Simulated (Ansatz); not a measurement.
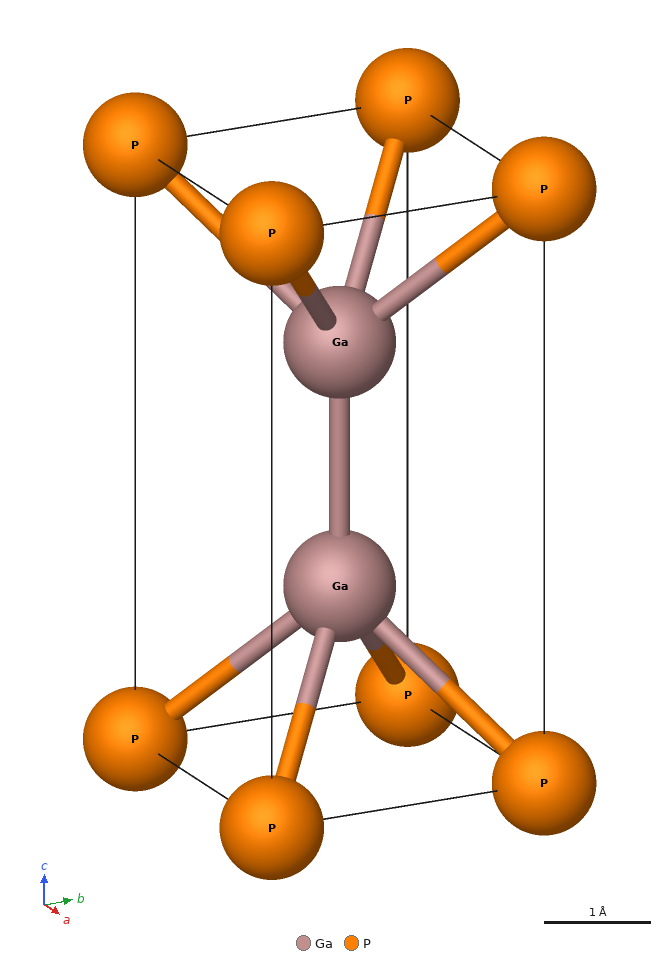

Structure drawing (ball-and-stick), viewed slightly off an axis. Atoms at the boundary of the simulation cell (the box) are drawn once for each face, edge or corner they touch.

```xyz
3
Lattice="2.9008 0.0000 0.0000 0.0000 2.9008 0.0000 0.0000 0.0000 5.9851" Properties=species:S:1:pos:R:3 pbc="T T T"
Ga    1.4504    1.4504    1.7656
Ga    1.4504    1.4504    4.2195
P     0.0000    0.0000    0.0000
```

All computed values are from DFT, PAW plane waves, PBE (Ansatz). Settings: plane waves up to 420 eV, 12×12×6 k-mesh, Fermi-Dirac smearing of 0.1 eV, no spin polarisation.

What charge does Bader's analysis assign to each element?

Ga +0.28 e; P -0.55 e.

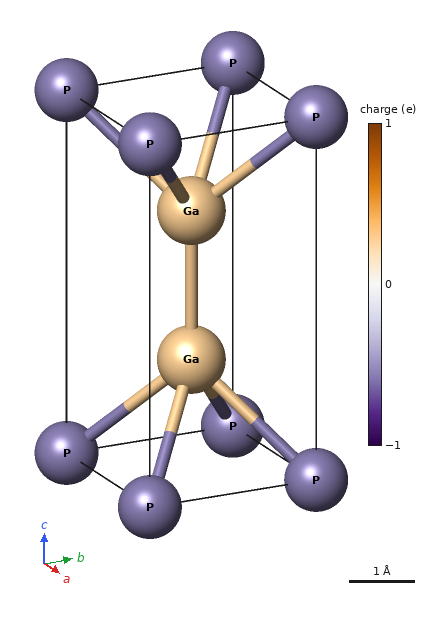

The atoms coloured by those charges.

The structure is a generated cell, made by putting these elements into a known structure type (the compound may or may not exist in this form); no relaxation was done. It was run through Ansatz as a DFT input.

At this level of theory the cell isn't at rest (compressed, at 8 GPa), so its distances can differ from those at equilibrium, the more so the softer the solid.
